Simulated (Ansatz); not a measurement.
The structure below was relaxed with DFT with PBEsol-D3(BJ), PAW potentials and a 420 eV plane-wave cutoff in Ansatz (a program for electronic structure), no spin-orbit coupling.

```
CELL_PARAMETERS angstrom
      9.75480     0.00000     0.00000
      0.00000     3.35015     0.00000
      0.00000     0.00000     3.80749
ATOMIC_POSITIONS crystal
  Rh 0.09525 0.25000 0.15618
  Rh 0.40475 0.75000 0.65618
  Rh 0.90475 0.75000 0.84382
  Rh 0.59525 0.25000 0.34382
  Se 0.85665 0.25000 0.38679
  Se 0.64335 0.75000 0.88679
  Se 0.14335 0.75000 0.61321
  Se 0.35665 0.25000 0.11321
```

### Question
Find the space group and the Wyckoff positions.

### Answer
Space group Pnma (No. 62); a = 9.755 Å, b = 3.350 Å, c = 3.807 Å, α = β = γ = 90.00°

```csv
atom,site,symmetry,x,y,z
Rh,4c,.m.,0.0952,0.2500,0.1562
Se,4c,.m.,0.3566,0.2500,0.1132
```

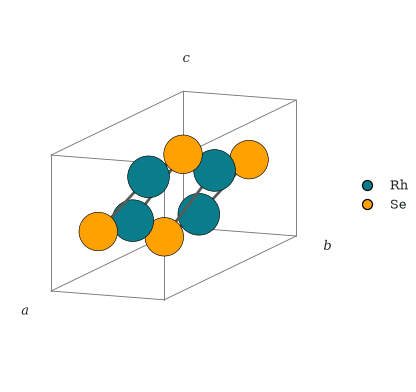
Figure: The conventional cell

No phonon test of stability was made. The final runs are not spin-polarised. The cell was made from GeSe by this change: Ge → Rh; the result is a hypothetical phase, not in the database extracts checked.
